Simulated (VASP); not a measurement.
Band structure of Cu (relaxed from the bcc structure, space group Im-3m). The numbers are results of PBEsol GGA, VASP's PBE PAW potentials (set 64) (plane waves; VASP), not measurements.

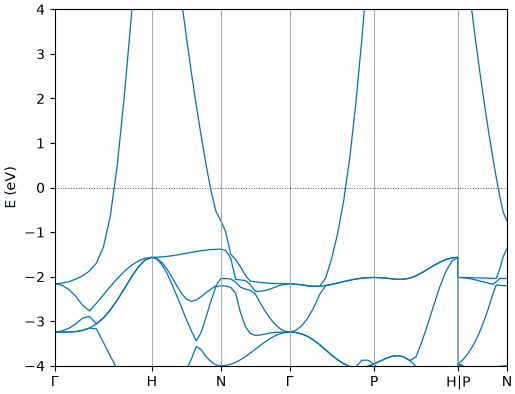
*Bands along high-symmetry lines, zero at the valence-band maximum or, without a gap, the Fermi level*

### Question
Read the plot: is there a gap, and where are the band edges?

### Answer
It has no gap at this level: it comes out as a metal or semimetal. (Edges off the drawn lines would not show.)

The structure was generated: Cu was put into the bcc type (Im-3m), which need not be its known phase. It was relaxed first.
